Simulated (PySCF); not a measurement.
# CH8BN (SMILES [BH3-][NH2+]C) at 6 levels

We compute a comparison of 6 runs (HF/STO-3G, HF/3-21G, B3LYP/6-31G*, BP86/6-311+G**, MP2/def2-SVP) of CH8BN. 

The calculation is run with PySCF 2.14.0.

1 further run of the same task is left out (set aside as unsound or not needed).

**1. The structure to begin with**

CH8BN: 11 atoms, total charge 0, spin state singlet. SMILES: `[BH3-][NH2+]C`. The coordinates come from a PBE0-D4/def2-TZVP relaxation.

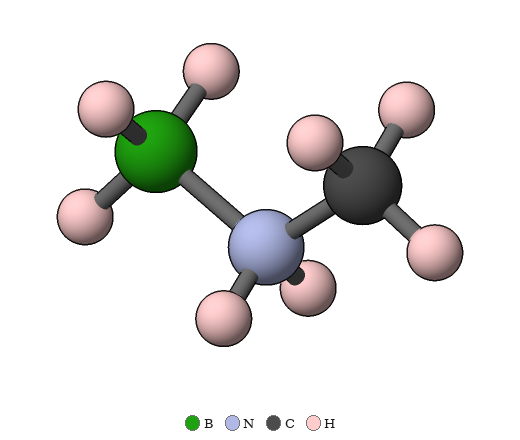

The structure, seen from a chosen angle (boron green, nitrogen light blue, carbon dark grey, hydrogen pink).

**2. Energy and forces at HF/STO-3G (run 1)**

The input, run.py:

```python
from pyscf import gto, scf

mol = gto.Mole()
mol.atom = [
    ('B', (-0.828400, 1.032000, -0.205100)),
    ('N', (-0.349500, -0.497500, 0.070800)),
    ('C', (1.107800, -0.661100, 0.155200)),
    ('H', (-2.040900, 0.991000, -0.245400)),
    ('H', (-0.325100, 1.341700, -1.265700)),
    ('H', (-0.402900, 1.677500, 0.731200)),
    ('H', (-0.783500, -0.815200, 0.932300)),
    ('H', (-0.721000, -1.084700, -0.669900)),
    ('H', (1.475700, -0.024100, 0.957600)),
    ('H', (1.543500, -0.317100, -0.781300)),
    ('H', (1.389800, -1.699400, 0.341100)),
]
mol.spin = 0
mol.charge = 0
mol.max_memory = 1860
mol.basis = 'sto-3g'
mol.verbose = 4
mol.build()

myscf = scf.RHF(mol)
myscf.conv_tol = 1e-10
myscf.kernel()
if not myscf.converged:
    myscf = myscf.newton().run(myscf.mo_coeff, myscf.mo_occ)

e_final = myscf.e_tot
print(f'total energy: {e_final:.8f} hartree')
grad = myscf.nuc_grad_method().kernel()
myscf.analyze()
```

Run with:

```bash
$ OMP_NUM_THREADS=1 python run.py
```

What it wrote:

```text
PySCF version 2.14.0

[... 64 lines left out ...]
total energy: -120.17161445 hartree
[... 14 lines left out ...]
One-electron Energy =                 -324.670134797160017
[... 2 lines left out ...]
DFT Exchange-Correlation Energy =      -18.630545801319840
[... 4 lines left out ...]
MO #3   energy= -7.27727357751918  occ= 2
[... 2 lines left out ...]
MO #6   energy= -0.723955454136834 occ= 2
[... 2 lines left out ...]
MO #9   energy= -0.558797061868516 occ= 2
[... 2 lines left out ...]
MO #12  energy= -0.343800099313249 occ= 2
[... 2 lines left out ...]
MO #15  energy= 0.568519316422623  occ= 0
[... 2 lines left out ...]
MO #18  energy= 0.681329765782909  occ= 0
[... 2 lines left out ...]
MO #21  energy= 0.819581740538948  occ= 0
MO #22  energy= 0.82436160080245   occ= 0
MO #23  energy= 0.875090694896638  occ= 0
 ** Mulliken pop on meta-lowdin orthogonal AOs  **
 ** Mulliken pop  **
pop of  0 B 1s            1.99939
pop of  0 B 2s            0.85541
pop of  0 B 2px           0.85116
pop of  0 B 2py           0.52436
pop of  0 B 2pz           0.87715
pop of  1 N 1s            1.99984
pop of  1 N 2s            1.28448
pop of  1 N 2px           1.16333
pop of  1 N 2py           1.43203
pop of  1 N 2pz           1.17375
pop of  2 C 1s            1.99980
pop of  2 C 2s            1.01884
pop of  2 C 2px           0.84393
pop of  2 C 2py           1.06060
pop of  2 C 2pz           1.09271
pop of  3 H 1s            1.11721
pop of  4 H 1s            1.11851
pop of  5 H 1s            1.11854
pop of  6 H 1s            0.82546
pop of  7 H 1s            0.82546
pop of  8 H 1s            0.93180
pop of  9 H 1s            0.93181
pop of  10 H 1s           0.95440
 ** Mulliken atomic charges  **
charge of    0B =     -0.10748
charge of    1N =     -0.05344
charge of    2C =     -0.01588
charge of    3H =     -0.11721
charge of    4H =     -0.11851
charge of    5H =     -0.11854
charge of    6H =      0.17454
charge of    7H =      0.17454
charge of    8H =      0.06820
charge of    9H =      0.06819
charge of   10H =      0.04560
Dipole moment(X, Y, Z, Debye):  1.92170, -5.43892,  0.98944
```

Wall time 3.3 s (1 thread of Intel Xeon at 2.50GHz (Skylake/Cascade Lake), shared host); peak memory 0.12 GiB.

**3. Energy and gradient at HF/3-21G (run 2)**

The input, calc.py:

```python
# [BH3-][NH2+]C
from pyscf import gto, scf

molecule = gto.M(
    atom=[
    ('B', (-0.828400, 1.032000, -0.205100)),
    ('N', (-0.349500, -0.497500, 0.070800)),
    ('C', (1.107800, -0.661100, 0.155200)),
    ('H', (-2.040900, 0.991000, -0.245400)),
    ('H', (-0.325100, 1.341700, -1.265700)),
    ('H', (-0.402900, 1.677500, 0.731200)),
    ('H', (-0.783500, -0.815200, 0.932300)),
    ('H', (-0.721000, -1.084700, -0.669900)),
    ('H', (1.475700, -0.024100, 0.957600)),
    ('H', (1.543500, -0.317100, -0.781300)),
    ('H', (1.389800, -1.699400, 0.341100)),
],
    max_memory=1860,
    verbose=3,
    spin=0,
    basis='3-21g',
)

mf = scf.RHF(molecule)
mf.conv_tol = 1e-10
mf.kernel()
if not mf.converged:
    mf = mf.newton().run(mf.mo_coeff, mf.mo_occ)

energy = mf.e_tot
print('E(%s) = %.9f' % ('HF', energy))
grad = mf.nuc_grad_method().kernel()
dip = mf.dip_moment()
pop, q = mf.mulliken_pop()
```

Run with:

```bash
$ OMP_NUM_THREADS=1 python calc.py
```

What it wrote:

```text
converged SCF energy = -120.976976042857
E(HF) = -120.976976043
--------------- RHF gradients ---------------
         x                y                z
0 B     0.0050458769    -0.0158895219     0.0028256353
1 N     0.0164067146     0.0265279116    -0.0038369942
2 C    -0.0266915094    -0.0019900308    -0.0006314853
3 H    -0.0008541868    -0.0007514876     0.0000969398
4 H     0.0005025543    -0.0008163805    -0.0009550819
5 H     0.0004322870    -0.0004299231     0.0012417081
6 H    -0.0006231457    -0.0036191186     0.0023664382
7 H    -0.0004893357    -0.0041958958    -0.0010886204
8 H     0.0018639549     0.0045673756     0.0049536214
9 H     0.0023165824     0.0027339341    -0.0060835544
10 H     0.0020902075    -0.0061368630     0.0011113937
----------------------------------------------
Dipole moment(X, Y, Z, Debye):  2.06906, -5.46031,  0.99874
 ** Mulliken pop  **
pop of  0 B 1s            1.98754
pop of  0 B 2s            0.34564
pop of  0 B 3s            0.66394
pop of  0 B 2px           0.48253
pop of  0 B 2py           0.28026
pop of  0 B 2pz           0.49496
pop of  0 B 3px           0.29928
pop of  0 B 3py           0.08406
pop of  0 B 3pz           0.33532
pop of  1 N 1s            1.98817
pop of  1 N 2s            0.35845
pop of  1 N 3s            1.37046
pop of  1 N 2px           0.57625
pop of  1 N 2py           0.67375
pop of  1 N 2pz           0.59136
pop of  1 N 3px           0.67993
pop of  1 N 3py           0.88409
pop of  1 N 3pz           0.70146
pop of  2 C 1s            1.98782
pop of  2 C 2s            0.36148
pop of  2 C 3s            1.06957
pop of  2 C 2px           0.44515
pop of  2 C 2py           0.57012
pop of  2 C 2pz           0.58382
pop of  2 C 3px           0.23340
pop of  2 C 3py           0.55363
pop of  2 C 3pz           0.59895
pop of  3 H 1s            0.45377
pop of  3 H 2s            0.64322
pop of  4 H 1s            0.45443
pop of  4 H 2s            0.63470
pop of  5 H 1s            0.45439
pop of  5 H 2s            0.63477
pop of  6 H 1s            0.43850
pop of  6 H 2s            0.18786
pop of  7 H 1s            0.43851
pop of  7 H 2s            0.18785
pop of  8 H 1s            0.46770
pop of  8 H 2s            0.27348
pop of  9 H 1s            0.46765
pop of  9 H 2s            0.27358
pop of  10 H 1s           0.47494
pop of  10 H 2s           0.31327
 ** Mulliken atomic charges  **
charge of    0B =      0.02647
charge of    1N =     -0.82392
charge of    2C =     -0.40394
charge of    3H =     -0.09699
charge of    4H =     -0.08913
charge of    5H =     -0.08916
charge of    6H =      0.37364
charge of    7H =      0.37364
charge of    8H =      0.25883
charge of    9H =      0.25878
charge of   10H =      0.21179
```

Run time: 3.6 s. Hardware: 1 thread of Intel Xeon at 2.50GHz (Skylake/Cascade Lake), shared host; peak memory 0.12 GiB.

Runs 3 to 4 aren't shown in full; the table further down has their settings and results.

**4. Energy and forces at BP86/6-311+G(d,p) (run 5)**

The input, job.py:

```python
# [BH3-][NH2+]C
from pyscf import gto, dft

molecule = gto.M(
    atom=[
    ('B', (-0.828400, 1.032000, -0.205100)),
    ('N', (-0.349500, -0.497500, 0.070800)),
    ('C', (1.107800, -0.661100, 0.155200)),
    ('H', (-2.040900, 0.991000, -0.245400)),
    ('H', (-0.325100, 1.341700, -1.265700)),
    ('H', (-0.402900, 1.677500, 0.731200)),
    ('H', (-0.783500, -0.815200, 0.932300)),
    ('H', (-0.721000, -1.084700, -0.669900)),
    ('H', (1.475700, -0.024100, 0.957600)),
    ('H', (1.543500, -0.317100, -0.781300)),
    ('H', (1.389800, -1.699400, 0.341100)),
],
    basis='6-311+g**',
    max_memory=1860,
    verbose=4,
    charge=0,
)

calc0 = dft.RKS(molecule, xc='bp86')
calc0.grids.level = 5
calc0.conv_tol = 1e-10
calc0.kernel()
if not calc0.converged:
    calc0 = calc0.newton().run(calc0.mo_coeff, calc0.mo_occ)

e_final = calc0.e_tot
print('E(%s) = %.9f' % ('BP86', e_final))
grad = calc0.nuc_grad_method().kernel()
dip = calc0.dip_moment()
pop, q = calc0.mulliken_pop()
```

Run with:

```bash
$ OMP_NUM_THREADS=1 python job.py
```

What it wrote:

```text
PySCF version 2.14.0

[... 80 lines left out ...]
converged SCF energy = -122.549746071511
[... 13 lines left out ...]
Dipole moment(X, Y, Z, Debye):  1.80743, -4.97982,  0.90777
[... 87 lines left out ...]
pop of  6 H 3s           -0.01774
pop of  6 H 2px           0.01081
pop of  6 H 2py           0.01104
pop of  6 H 2pz           0.01692
pop of  7 H 1s            0.27536
pop of  7 H 2s            0.40079
pop of  7 H 3s           -0.01774
pop of  7 H 2px           0.01015
pop of  7 H 2py           0.01357
pop of  7 H 2pz           0.01505
pop of  8 H 1s            0.27456
pop of  8 H 2s            0.45887
pop of  8 H 3s            0.05489
pop of  8 H 2px           0.00425
pop of  8 H 2py           0.00821
pop of  8 H 2pz           0.00913
pop of  9 H 1s            0.27453
pop of  9 H 2s            0.45889
pop of  9 H 3s            0.05491
pop of  9 H 2px           0.00461
pop of  9 H 2py           0.00638
pop of  9 H 2pz           0.01060
pop of  10 H 1s           0.27574
pop of  10 H 2s           0.47515
pop of  10 H 3s           0.07548
pop of  10 H 2px          0.00431
pop of  10 H 2py          0.01133
pop of  10 H 2pz          0.00578
 ** Mulliken atomic charges  **
charge of    0B =     -0.19422
charge of    1N =     -0.39236
charge of    2C =     -0.37574
charge of    3H =     -0.05518
charge of    4H =     -0.06024
charge of    5H =     -0.06027
charge of    6H =      0.30282
charge of    7H =      0.30282
charge of    8H =      0.19009
charge of    9H =      0.19007
charge of   10H =      0.15221
```

It took 88 s on 1 thread of Intel Xeon at 2.50GHz (Skylake/Cascade Lake), shared host; peak memory 1.2 GiB.

**5. Energy and gradient at MP2/def2-SVP (run 6)**

The input, calc.py:

```python
# [BH3-][NH2+]C
import pyscf.grad
from pyscf import gto, scf, mp

molecule = gto.M(
    atom='''
B       -0.828400       1.032000      -0.205100
N       -0.349500      -0.497500       0.070800
C        1.107800      -0.661100       0.155200
H       -2.040900       0.991000      -0.245400
H       -0.325100       1.341700      -1.265700
H       -0.402900       1.677500       0.731200
H       -0.783500      -0.815200       0.932300
H       -0.721000      -1.084700      -0.669900
H        1.475700      -0.024100       0.957600
H        1.543500      -0.317100      -0.781300
H        1.389800      -1.699400       0.341100
''',
    max_memory=1860,
    basis='def2-svp',
    verbose=4,
)

hf = scf.RHF(molecule)
hf.conv_tol = 1e-10
hf.kernel()
if not hf.converged:
    hf = hf.newton().run(hf.mo_coeff, hf.mo_occ)

pt = mp.MP2(hf, frozen=3).run()
e_tot = pt.e_tot
print('Final energy', e_tot)
grad = pt.Gradients().kernel()
hf.analyze()
```

Run with:

```bash
$ OMP_NUM_THREADS=1 python calc.py
```

What it wrote:

```text
PySCF version 2.14.0

[... 74 lines left out ...]
Final energy -121.9991803399354
[... 18 lines left out ...]
MO #2   energy= -11.2912881792394  occ= 2
[... 7 lines left out ...]
MO #10  energy= -0.571014159481606 occ= 2
[... 7 lines left out ...]
MO #18  energy= 0.256346165816657  occ= 0
[... 7 lines left out ...]
MO #26  energy= 0.502109464528842  occ= 0
[... 7 lines left out ...]
MO #34  energy= 0.875220741529195  occ= 0
[... 7 lines left out ...]
MO #42  energy= 1.18188005917847   occ= 0
[... 7 lines left out ...]
MO #50  energy= 1.72786698086234   occ= 0
[... 7 lines left out ...]
MO #58  energy= 2.05180676963041   occ= 0
[... 7 lines left out ...]
MO #66  energy= 2.43704238182248   occ= 0
[... 7 lines left out ...]
MO #74  energy= 2.92804260889636   occ= 0
[... 7 lines left out ...]
MO #82  energy= 3.75387194887095   occ= 0
[... 57 lines left out ...]
pop of  5 H 2py           0.00079
pop of  5 H 2pz           0.00083
pop of  6 H 1s            0.74949
pop of  6 H 2s            0.01183
pop of  6 H 2px           0.00070
pop of  6 H 2py           0.00048
pop of  6 H 2pz           0.00171
pop of  7 H 1s            0.74949
pop of  7 H 2s            0.01183
pop of  7 H 2px           0.00056
pop of  7 H 2py           0.00082
pop of  7 H 2pz           0.00151
pop of  8 H 1s            0.87831
pop of  8 H 2s            0.00978
pop of  8 H 2px           0.00037
pop of  8 H 2py           0.00080
pop of  8 H 2pz           0.00095
pop of  9 H 1s            0.87835
pop of  9 H 2s            0.00978
pop of  9 H 2px           0.00047
pop of  9 H 2py           0.00030
pop of  9 H 2pz           0.00135
pop of  10 H 1s           0.90619
pop of  10 H 2s           0.00895
pop of  10 H 2px          0.00033
pop of  10 H 2py          0.00166
pop of  10 H 2pz          0.00008
 ** Mulliken atomic charges  **
charge of    0B =     -0.25438
charge of    1N =     -0.17194
charge of    2C =     -0.11840
charge of    3H =     -0.07492
charge of    4H =     -0.07711
charge of    5H =     -0.07714
charge of    6H =      0.23578
charge of    7H =      0.23578
charge of    8H =      0.10978
charge of    9H =      0.10975
charge of   10H =      0.08278
Dipole moment(X, Y, Z, Debye):  1.94487, -5.28541,  0.96446
```

Run time: 20 s. Hardware: 1 thread of Intel Xeon at 2.50GHz (Skylake/Cascade Lake), shared host; peak memory 0.39 GiB.

**6. The series**

```tsv
run	level	integration grid	Cartesian functions	energy (Eh)	dipole moment (D) of the reference	HOMO energy (eV)	LUMO energy (eV)	wall time
1	HF/STO-3G	–	no	-120.171614	5.85	-9.35	14.33	3.3 s
2	HF/3-21G	–	no	-120.976976	5.92	-10.86	5.80	3.6 s
3	B3LYP/6-31G* (spherical functions)	5	no	-122.520499	5.51	-7.20	1.09	38 s
4	B3LYP/6-31G* (Cartesian functions)	5	yes	-122.522702	5.51	-7.20	1.07	37 s
5	BP86/6-311+G**	5	no	-122.549746	5.37	-6.49	-0.94	88 s
6	MP2/def2-SVP	–	no	-121.999180	5.71	-11.06	3.87	20 s
```

**7. Results**

| quantity | value |
| --- | --- |
| run 6: total energy | -121.99918 Eh |
| run 6: dipole moment (Hartree–Fock density) | 5.71 D |
| run 6: HOMO energy (Hartree–Fock orbitals) | -11.06 eV |
| run 6: LUMO energy (Hartree–Fock orbitals) | 3.87 eV |
| run 6: HOMO–LUMO gap (Hartree–Fock orbitals) | 14.93 eV |
| run 6: correlation energy (3 core orbitals frozen) | -439.0 mEh |
| run 6: largest force on an atom | 0.310 eV/Å |

What this shows: Over runs 1, 2, 3, 4, 5 the dipole moment (its size) runs from 5.37 D (BP86/6-311+G**) to 5.92 D (HF/3-21G). The two ends differ in method and basis. Over runs 1, 2, 3, 4, 5 the HOMO–LUMO gap runs from 5.55 eV (BP86/6-311+G**) to 23.68 eV (HF/STO-3G). Totals of different functionals can't be ranked against each other. In run 1 the basis is minimal, so the values are rough. All runs together took 3.2 min, the longest 88 s.
